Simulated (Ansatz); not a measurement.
Cost against accuracy: kpoints.mp_grid.grid for K3MnH5 (I4/mcm, 18 atoms in the cell)

Cell: a = 8.0225 Å, b = 8.0225 Å, c = 8.0225 Å, α = 122.36°, β = 122.36°, γ = 85.95°.

Computed with PBEsol, default PAW files made with PBE (plane waves; Ansatz, an electronic-structure program).

Base settings: basis.ecutwfc = 420 eV; kpoints.mp_grid.grid = 3 3 3; hamiltonian.xc = pbesol; hamiltonian.pseudopotentials = {kind: paw} (the program's default PAW files); magnetization.spin_polarized = true; scf.occupations.method = fermi_dirac; scf.occupations.width = 0.05 eV.

Misses are taken against the tightest run, 8 8 8, which need not be fully converged itself. The energy is the free energy per atom.

The count of work is k-points × plane waves × bands × iterations; it is no time, and leaves out set-up, grids and terms that scale otherwise. Core times come from one kind of shared machine and are given to one figure; runs under 30 s give none.

The starting cell comes from a database of computed structures (which also holds hypothetical and non-ambient phases and stackings), without a prior relaxation at this level. Its lattice was rescaled by a random factor within 2.5 % of one. The magnetic order is the one reached from the typed start; others were not searched systematically. The program warned that, by what it read of turns of the moments, another magnetic order lies lower. Ansatz's pressure includes its estimate of the finite-basis (Pulay) stress.

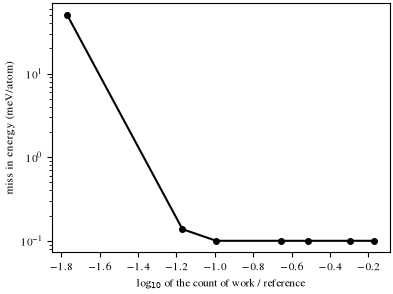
Figure: Miss against the count of work; the reference run is not drawn, and misses under 0.1 meV/atom are drawn there.

| kpoints.mp_grid.grid | energy less reference (meV/atom) | pressure less reference (GPa) | largest difference in the force on any atom (eV/Å) | count of work / reference | core time / reference (rough) |
|---|---|---|---|---|---|
| 1 1 1 | 50.86 | 0.82 | 0.085 | 0.017 | – |
| 2 2 2 | 0.14 | 0.00 | 0.001 | 0.068 | – |
| 3 3 3 | 0.00 | 0.00 | 0.000 | 0.10 | – |
| 4 4 4 | 0.00 | 0.00 | 0.000 | 0.22 | 0.2 |
| 5 5 5 | 0.00 | 0.00 | 0.000 | 0.31 | 0.3 |
| 6 6 6 | 0.00 | 0.00 | 0.000 | 0.51 | 0.5 |
| 7 7 7 | 0.00 | 0.00 | 0.000 | 0.68 | 0.7 |
| 8 8 8 | 0.00 | 0.00 | 0.000 | 1.0 | 1 |

Coarsest setting among those run that, with all tighter ones, holds the energy within 10 meV/atom of the reference: 2 2 2, off by 0.14 meV/atom; it needs 0.068 of the reference's count of work.

The step from 1 1 1 to 2 2 2: it takes the miss in the energy from 51 to 0.14 meV/atom, for 4.0 times the count of work.

Keys are those of Ansatz 0.2.
